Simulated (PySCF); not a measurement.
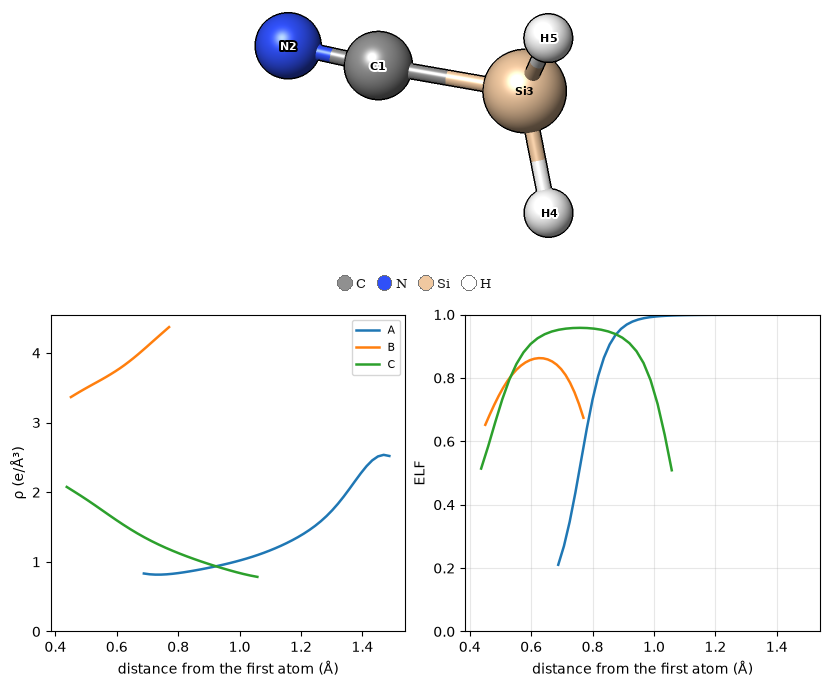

Figure. CH2NSi (SMILES N#C[SiH2]) (doublet). Electron density and ELF along straight lines between neighbouring atoms. The curves leave out the atomic cores. The structure is drawn too.

Geometry: PBE0-D3(BJ)/def2-SVP.

Computed with Gaussian-basis quantum chemistry of an isolated molecule with PySCF, energy and nuclear gradient, functional PBE0 in PySCF 2.14.0.

```xyz
5

C    -0.9249   -0.0042    0.4424
N    -1.9594    0.5260    0.4636
Si    0.7245   -0.8048    0.2883
H     0.5932   -2.2709    0.5053
H     1.6934   -0.1371    1.1989
```

> Which curve belongs to which contact (C–N, C–Si and Si–H)? The first atom named is at distance zero.

Curve A: Si–H (1.49 Å): ρ at the midpoint is about 0.82 e/Å³; the ELF climbs to about 1 towards the hydrogen, as it does in any bond to H. Curve B: C–N (1.16 Å): ρ at the midpoint is about 3.7 e/Å³; the ELF peaks at about 0.85 between the atoms (a short, multiple covalent bond). Curve C: C–Si (1.84 Å): the density is about 0.94 e/Å³ at the midpoint; the ELF peaks at about 0.95 between the atoms (a shared electron pair).
